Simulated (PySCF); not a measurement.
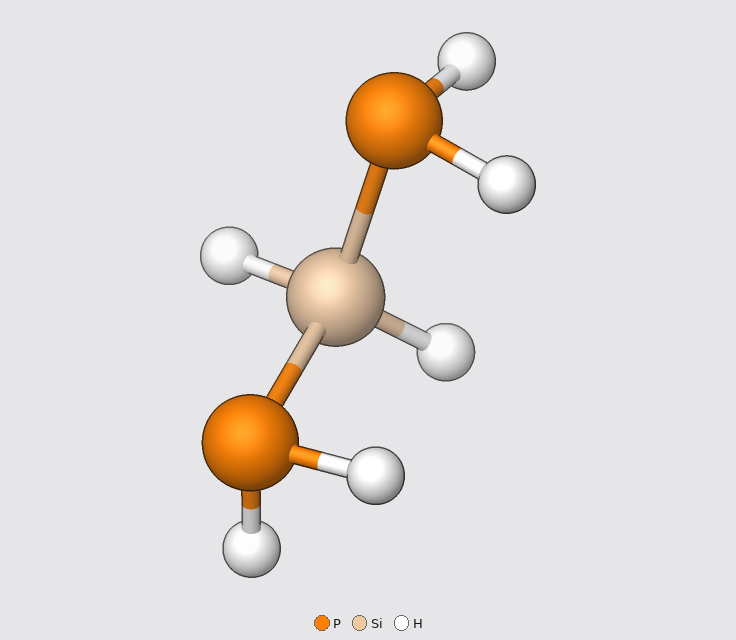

Ball-and-stick drawing of a structure. Every bond is drawn as one stick, whatever its order.

Computed geometry: PBE0-D3(BJ)/def2-SVP optimisation. No frequency run is at hand to confirm it as a minimum.

Give the formula.

H₆P₂Si, 9 atoms: 6 hydrogen, 2 phosphorus and 1 silicon.

Does it have rings?

It has no ring.

How many sets of symmetry-equivalent atoms are there?

6: 2 P, 1 Si, 2 H, 2 H, 1 H, 1 H.

More results for the same structure follow; atom numbers are the same in all pictures, views and colours differ.

**Geometry**

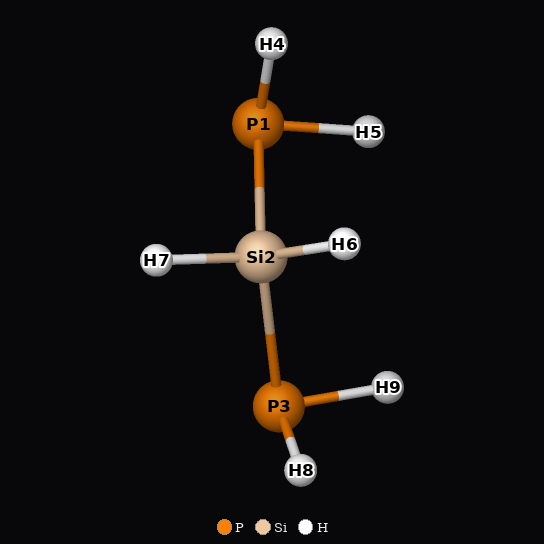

The atoms are numbered. No frequency run is at hand to confirm it as a minimum.

Estimate the angles P1–Si2–P3, P1–Si2–H6, P1–Si2–H7, Si2–P1–H4, Si2–P1–H5.

```csv
angle,degrees
P1–Si2–P3,105.8
P1–Si2–H6,113.1
P1–Si2–H7,108.1
Si2–P1–H4,94.1
Si2–P1–H5,93.1
```

**Charges**

The questions are on Mulliken charges. No frequency run is at hand to confirm it as a minimum. Properties computed with PBE0/IGLO-III, gas phase (PySCF 2.14.0).

Which atom carries the highest charge (most positive or least negative)?

Si2 (0.55 e).

And the lowest?

H6 (−0.15 e).

List the Mulliken charges.

```
atom  value (e)
  P1      −0.06
 Si2       0.55
  P3      −0.06
  H4      −0.04
  H5      −0.04
  H6      −0.15
  H7      −0.13
  H8      −0.04
  H9      −0.04
```

**Levels of theory compared**

No frequency run is at hand to confirm it as a minimum. Program: PySCF 2.14.0.

Compare dipole (D), HOMO–LUMO gap (eV), HOMO energy (eV) at these levels: PBE0/IGLO-III; PBE0/aug-cc-pVDZ; PBE0/cc-pVDZ; PBE0/cc-pVTZ; PBE0/pcSseg-0.

| level | dipole (D) | HOMO–LUMO gap (eV) | HOMO energy (eV) |
| --- | --- | --- | --- |
| PBE0/IGLO-III | 1.20 | 7.56 | −7.58 |
| PBE0/aug-cc-pVDZ | 1.36 | 7.13 | −7.61 |
| PBE0/cc-pVDZ | 1.50 | 7.86 | −7.54 |
| PBE0/cc-pVTZ | 1.32 | 7.59 | −7.62 |
| PBE0/pcSseg-0 | 3.03 | 7.81 | −7.63 |

**NMR shielding**

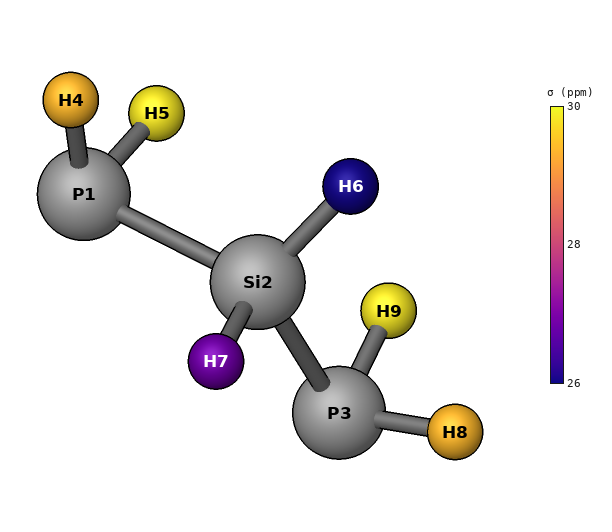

Atoms are coloured by their isotropic NMR shieldings (H only, the others grey). No frequency run is at hand to confirm it as a minimum. Properties computed with GIAO PBE0/cc-pVTZ NMR shielding, non-relativistic, gas phase (PySCF 2.14.0).

List the isotropic NMR shieldings of the H atoms.

```csv
atom,σ (ppm)
H4,29.38
H5,29.84
H6,26.05
H7,26.87
H8,29.38
H9,29.83
```

Mulliken values depend strongly on the basis set and can even reverse the polarity of a bond.
